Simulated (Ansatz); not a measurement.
## Electronic structure of Cl₃HSi···H₂O in real space

```csv
atom,x (Å),y (Å),z (Å)
Si,-0.9640,0.4488,-0.4950
H,-1.2996,-0.0147,0.8515
Cl,-0.3259,-1.0820,-1.6794
Cl,-2.6410,1.2287,-1.3525
Cl,0.4440,1.9218,-0.4536
H,1.9399,-0.1509,1.2303
O,1.2575,-0.8268,1.2345
H,1.5890,-1.5249,0.6643
```

The reactant side of a reaction path; geometry: PBE0-D4/def2-TZVP.

Method: RKS PBE0-D4/def2-TZVPP (Ansatz).

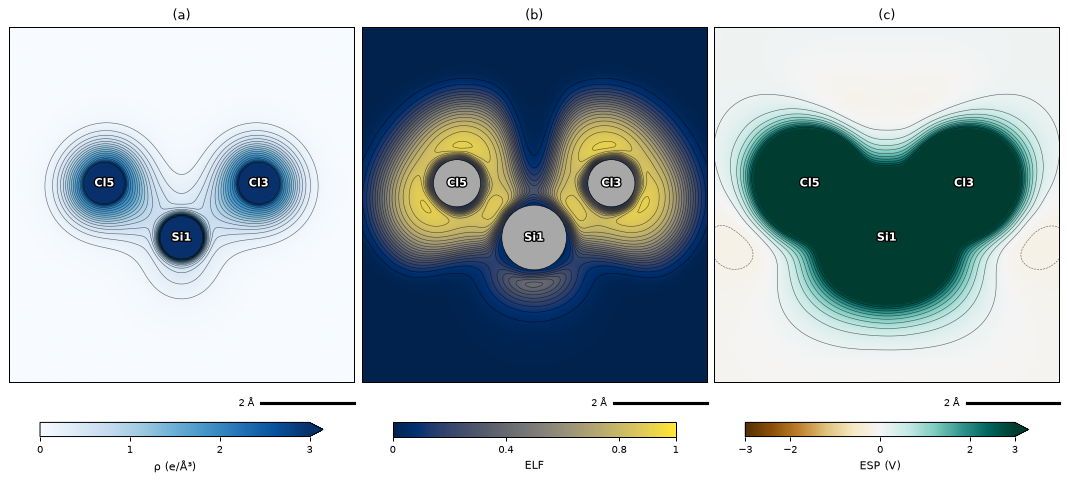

Figure 1. (a) total electron density; (b) electron localisation function; (c) molecular electrostatic potential on the plane of atoms Cl3, Si1 and Cl5. Grey discs cover the atomic cores in the ELF map.

What do the fields say about this system?

Answer. The plane passes through Si and Cl nuclei. Si–Cl (2.04 Å): the density is about 0.94 e/Å³ at the midpoint; the ELF peaks at about 0.90 between the atoms, as expected for a polar covalent bond. The ELF also peaks beside Cl5 and Cl3, away from the bonds: lone-pair regions. The potential has no marked negative region in this plane.

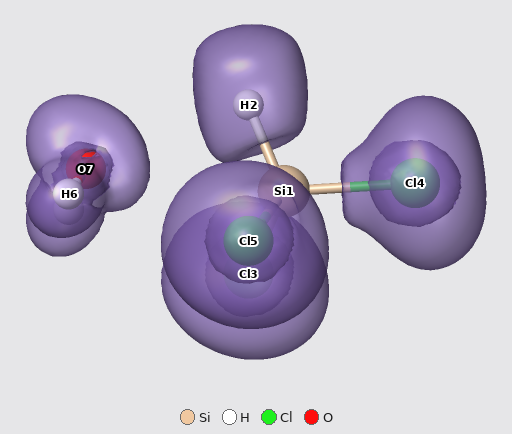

Figure 2. Isosurface of the ELF at 0.75 (purple), seen from one side. Core shells and regions of very low density are left out.

What do the ELF domains correspond to?

Answer. The surface consists of one region around a hydrogen nucleus, three regions on Cl in which the atom's valence shell and bonds are merged and one joined region spread over several atoms (H, O), in which their bonds and any lone pairs are merged.


Si1···O7 (3.09 Å): the ELF dips to about 0.05 between them.

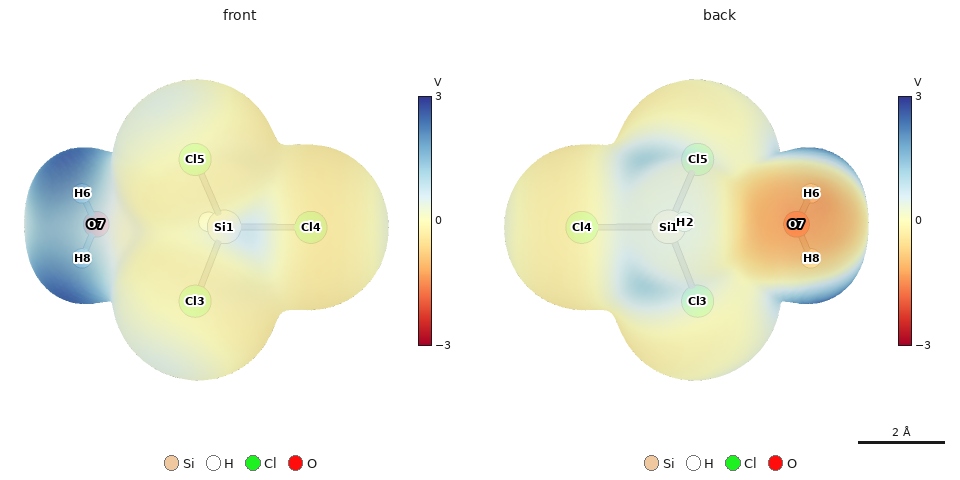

Figure 3. The electrostatic potential painted on the density surface at 0.002 e/bohr³, seen from the front and from behind; the colour scale runs from red (negative) to blue (positive).

Describe the electrostatic potential map.

Answer. The most negative region (about −1.3 V, or −30 kcal/mol for a unit charge) lies over O7, the most positive (about +2.5 V, or +58 kcal/mol for a unit charge) over H6 and H8. Cl4 shows a σ-hole: about +0.3 V at the tip opposite its bond, against about −0.3 V on its flanks. O7 is the likeliest acceptor of a hydrogen bond.

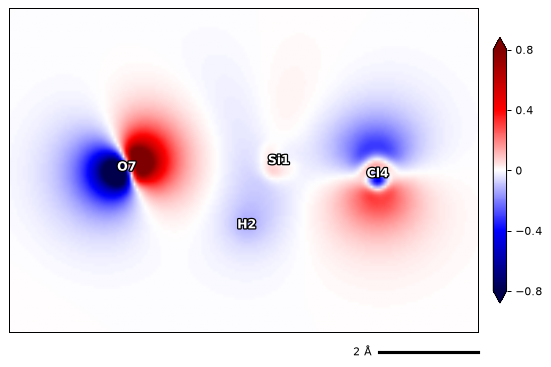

Figure 4. The HOMO on the plane of atoms H2, Si1 and Cl4 (values in Å⁻³ᐟ²; the overall sign is arbitrary).

What is the character of this orbital?

Answer. By Hirshfeld shares it lies mainly on O7 (about 55 %), Cl4 (about 15 %), Cl3 (about 10 %) and Cl5 (about 10 %); largely a combination of lone pairs on O7, Cl4, Cl3 and Cl5. Its energy is −9.11 eV.
